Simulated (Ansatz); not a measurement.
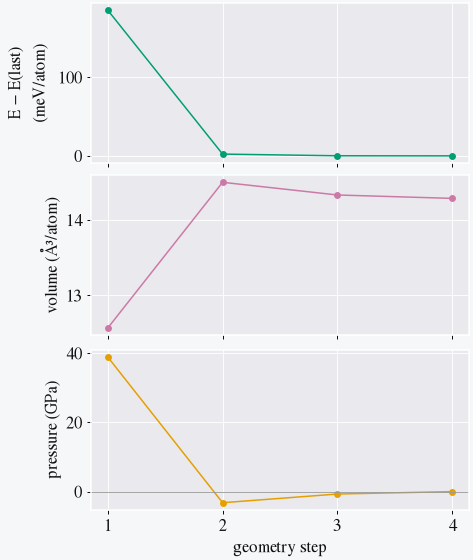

History of a geometry optimisation. Atoms and cell relax. A closing SCF on a freshly chosen basis isn't drawn.

System: SiW (Pm-3m, 2 atoms in the cell).
Method: DFT, PBE, PAW with Ansatz's default frozen-core files, scalar-relativistic in Ansatz; cutoff 420 eV, 11×11×11 k-mesh, Fermi–Dirac smearing of 0.03 eV.

### How did it end, and what did it gain?

The optimisation met its thresholds at geometry 4, counting the start as the first. The energy fell by about 190 meV/atom from the first step to the last. All forces vanish by symmetry, so only the cell moves.

### What happens to the cell?

The volume grows from 12.6 to 14.3 Å³ per atom (+14 %), overshooting to 14.5 at step 2, as the pressure goes from 39 GPa to about 0 GPa. The start was compressed.
